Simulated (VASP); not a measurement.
Band structure of NaYS2 (space group R-3m). Method: PBEsol GGA, VASP's PBE PAW potentials (set 64) (plane waves; VASP).

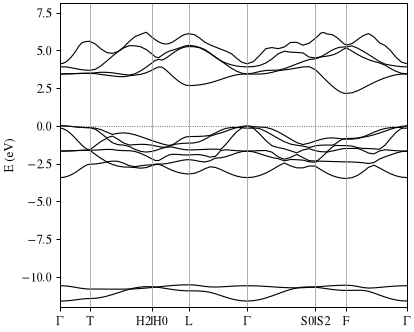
Fig. 1. Bands along high-symmetry lines, zero at the valence-band maximum or, without a gap, the Fermi level

Task: Read the plot: is there a gap, and where are the band edges?

Result: The gap is indirect, 2.15 eV, from the valence maximum at Γ to the conduction minimum at F. (Edges off the drawn lines would not show.)

The structure comes from a computed database's NaYS2 entry (R-3m); how it stands against other phases isn't given here. It was relaxed first.
